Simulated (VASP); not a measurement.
Band structure of CdHgSe$_{2}$ (space group R3m). These are LDA (Ceperley-Alder, Perdew-Zunger), VASP's LDA PAW potentials (set 64) (plane waves; VASP) values and carry that method's errors.

Unless said otherwise, spin-orbit coupling is left out, though it shifts the bands of the heavy elements here.

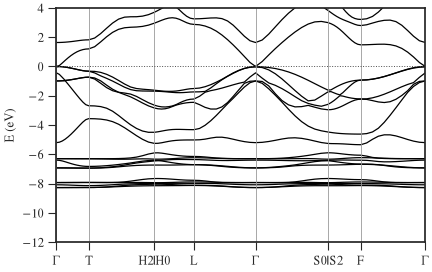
Bands along high-symmetry lines, zero at the valence-band maximum or, without a gap, the Fermi level

Question: Read the plot: is there a gap, and where are the band edges?

Answer: It has no gap at this level: it comes out as a metal or semimetal. (Edges off the drawn lines would not show.)

The structure comes from a computed database's CdHgSe2 entry (R3m); how it stands against other phases isn't given here. It was relaxed first, which changed the volume by -6 %.
